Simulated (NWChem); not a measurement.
# [FGaH3]− (SMILES [F][GaH3-]): PBEsol/pcseg-2 (density fitting with weigend coulomb fitting, SMD nitromethane)

Aim: the vertical ionisation energy of [FGaH3]− at PBEsol/pcseg-2 (density fitting with weigend coulomb fitting, SMD nitromethane), from 2 runs. 

The results are computed with NWChem 7.3.0.

### 1 Starting point

[FGaH3]−: 5 atoms, total charge -1, spin state singlet. As SMILES, `[F][GaH3-]`. Geometry: a GFN2-xTB relaxation, a rough one for these elements and not checked as a minimum.

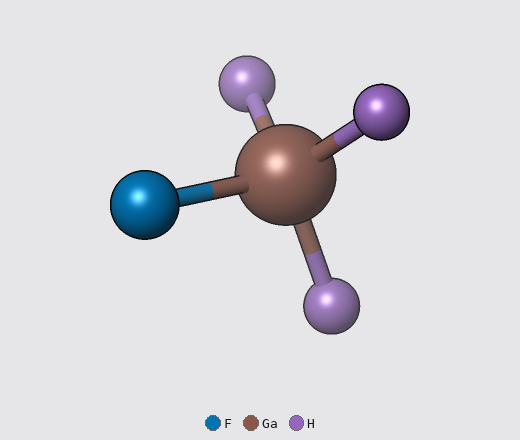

Viewed from a chosen angle; fluorine blue, gallium brown, hydrogen purple.

### 2 The energy at PBEsol/pcseg-2 (density fitting with weigend coulomb fitting, SMD nitromethane)

work.nw reads:

```
start work
memory 2200 mb
charge -1
geometry noautoz
 F    -0.500550   -0.495900    1.533090
 Ga    0.029420    0.026920   -0.084310
 H    -0.873870    1.229730   -0.473840
 H    -0.177300   -1.196140   -1.021500
 H     1.522310    0.435400    0.046550
end
basis "ao basis" spherical bse
 * library pcseg-2
end
basis "cd basis" spherical
 * library "weigend coulomb fitting"
end
cosmo
 do_cosmo_smd true
 solvent ch3no2
end
dft
 xc gga_x_pbe_sol gga_c_pbe_sol
 mult 1
 grid coarse
 direct
 maxiter 100
end
task dft energy
```

Run with:

```console
nwchem work.nw > work.out
```

Log:

```text
Northwest Computational Chemistry Package (NWChem) 7.3.0
             --------------------------------------------------------

           Job information
           ---------------

    nwchem branch   = 7.3.0
    use scalapack   = T
    input           = work.nw
    prefix          = work.
    data base       = ./work.db
    status          = startup
    nproc           =        1

           Memory information
           ------------------

    heap     =     72089598 doubles =      550.0 Mbytes
    stack    =     72089595 doubles =      550.0 Mbytes
    global   =    144179200 doubles =     1100.0 Mbytes (distinct from heap & stack)
    total    =    288358393 doubles =     2200.0 Mbytes
    verify   = yes
    hardfail = no

           Directory information
           ---------------------

  0 permanent = .
  0 scratch   = .

[... 209 lines left out ...]
          Convergence on density requested:  1.00D-05
[... 22 lines left out ...]
          Convergence Information
[... 61 lines left out ...]
   convergence    iter        energy       DeltaE   RMS-Dens  Diis-err    time
[... 28 lines left out ...]
      One electron energy =    -3087.035029838463
[... 2 lines left out ...]
 Nuclear repulsion energy =      120.551084597679
[... 19 lines left out ...]
                       DFT Final Molecular Orbital Analysis
[... 814 lines left out ...]
 center of mass
 --------------
 x =   0.00006733 y =   0.02886269 z =   0.00019471

 moments of inertia (a.u.)
 ------------------
         187.623242600944           0.000000000000           0.000000000000
           0.000000000000          23.998772368297           0.000000000000
           0.000000000000           0.000000000000         187.722505989312

     Multipole analysis of the density
     ---------------------------------

     L   x y z        total         alpha         beta         nuclear
     -   - - -        -----         -----         ----         -------
     0   0 0 0     -1.000000    -22.000000    -22.000000     43.000000

     1   1 0 0      0.004738      0.002369      0.002369      0.000000
[... 8 lines of this table left out ...]
     2   0 0 2    -22.687080    -17.272025    -17.272025     11.856970

 Task  times  cpu:       22.6s     wall:       22.6s
 Total times  cpu:       22.6s     wall:       22.6s
```

Run time: 23 s. Hardware: 1 thread of Intel Xeon Platinum 8488C (Sapphire Rapids), shared host; peak memory 0.13 GiB.

### 3 Doublet neutral FGaH3, same level

geom.nw reads:

```
START geom
TITLE "FGaH3 PBEsol"
memory stack 880 mb heap 220 mb global 1100 mb
charge 0

GEOMETRY noautosym nocenter
zmatrix
  F
  Ga 1 r2
  H 2 r3 1 a3
  H 2 r4 3 a4 1 d4
  H 2 r5 3 a5 4 d5
variables
  r2 1.780503
  r3 1.55384
  a3 106.3791
  r4 1.554649
  a4 112.36857
  d4 115.67026
  r5 1.553287
  a5 112.10315
  d5 128.09979
end
END

BASIS spherical bse
* library pcseg-2
END

BASIS "cd basis" spherical
* library "weigend coulomb fitting"
END

COSMO
do_cosmo_smd true
solvent ch3no2
END

DFT
xc gga_x_pbe_sol gga_c_pbe_sol
mult 2
grid coarse
direct
iterations 150
print low
END

TASK dft energy
```

Run with:

```console
nwchem geom.nw > geom.out
```

Log:

```text
Northwest Computational Chemistry Package (NWChem) 7.3.0
             --------------------------------------------------------

           Job information
           ---------------

    nwchem branch   = 7.3.0
    use scalapack   = T
    input           = geom.nw
    prefix          = geom.
    data base       = ./geom.db
    status          = startup
    nproc           =        1

           Memory information
           ------------------

    heap     =     28835836 doubles =      220.0 Mbytes
    stack    =    115343361 doubles =      880.0 Mbytes
    global   =    144179200 doubles =     1100.0 Mbytes (distinct from heap & stack)
    total    =    288358397 doubles =     2200.0 Mbytes
    verify   = yes
    hardfail = no

           Directory information
           ---------------------

  0 permanent = .
  0 scratch   = .

[... 31 lines left out ...]
            Nuclear Dipole moment (a.u.)
[... 176 lines left out ...]
   convergence    iter        energy       DeltaE   RMS-Dens  Diis-err    time
[... 18 lines left out ...]
   convergence    iter        energy       DeltaE   RMS-Dens  Diis-err    time
[... 8 lines left out ...]
         Total DFT energy =    -2024.372152009947
      One electron energy =    -3065.159011081882
           Coulomb energy =     1005.222337777262
    Exchange-Corr. energy =      -84.440040905764
 Nuclear repulsion energy =      120.551096116636
[... 1 line left out ...]
             COSMO energy =       -0.546533916198

 Numeric. integr. density =       43.000209561728

     Total iterative time =    195.6s

                                COSMO-SMD solvation results
                                ---------------------------

             internal energy in gas <Psi(g)|H|Psi(g)> =     -2024.362614852618
         internal energy in solvent <Psi(s)|H|Psi(s)> =     -2024.357648154134
                               delta internal energy  =         0.004966698485 (    3.12 kcal/mol)
   total free energy in solvent <Psi(s)|H+V/2|Psi(s)> =     -2024.374997142737
 polarization energy contribution <Psi(s)|V/2|Psi(s)> =        -0.017348988604 (  -10.89 kcal/mol)
    total free energy in solvent including G(SMD-CDS) =     -2024.372152009947
                       G(SMD-CDS) energy contribution =         0.002845132791 (    1.79 kcal/mol)
     1 M fixed-concentration free energy of solvation =        -0.009537157328 (   -5.98 kcal/mol)

     --------------------------
     Expectation value of S2:
     --------------------------
      <S2> =      0.7539 (Exact =     0.7500)

 Task  times  cpu:      199.3s     wall:      199.3s
 Total times  cpu:      199.3s     wall:      199.3s
```

Run time: 3.3 min. Hardware: 1 thread of Intel Xeon Platinum 8488C (Sapphire Rapids), shared host; peak memory 0.13 GiB.

### 4 Summary of results

Level: PBEsol/pcseg-2 (density fitting with weigend coulomb fitting, SMD nitromethane).

| quantity | value |
| --- | --- |
| singlet [FGaH3]−: total energy | -2024.60955 Eh |
| singlet [FGaH3]−: HOMO energy | -6.31 eV |
| singlet [FGaH3]−: LUMO energy | -0.24 eV |
| singlet [FGaH3]−: HOMO–LUMO gap | 6.07 eV |
| singlet [FGaH3]−: solvent term in the energy | -250.0 kJ/mol |
| doublet neutral FGaH3: total energy | -2024.37215 Eh |
| doublet neutral FGaH3: solvent term in the energy | -25.0 kJ/mol |
| doublet neutral FGaH3: ⟨S²⟩ | 0.754 |
| vertical ionisation energy (to the doublet neutral) | 6.460 eV |

**Reading.** Removing an electron at fixed nuclei costs 6.46 eV (623 kJ/mol). The continuum is in equilibrium with both charges, so this lies below a true vertical value in solution, where the slow polarisation stays frozen. −ε(HOMO) before ionisation, 6.31 eV, is 0.15 eV below this ionisation energy.
